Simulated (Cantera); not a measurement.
Feed: 1 mol C₃H₈, 5.5 mol CO₂, 72 mol H₂, 1.5 mol O₂, held at 1000 Pa.

Method: chemical equilibrium by Gibbs-energy minimisation in Cantera with the NASA 1993 tables (ideal gas, pure condensed phases). Candidate condensed phases: C, C₆H₆, C₇H₈, C₈H₁₈, H₂O; 110 gas species. Equilibrium is a limit: real reactors are often held back by kinetics, nucleation or transport.

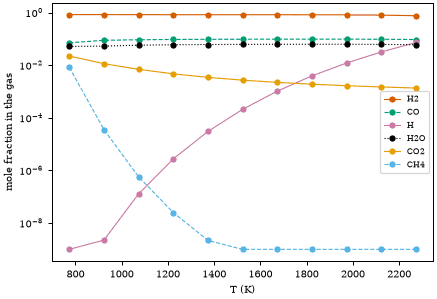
Fig. 1. Equilibrium gas composition (values under 1e-9 drawn at 1e-9)

From 773 K to 2273 K nothing is condensed. The main C-bearing gas is CO throughout.
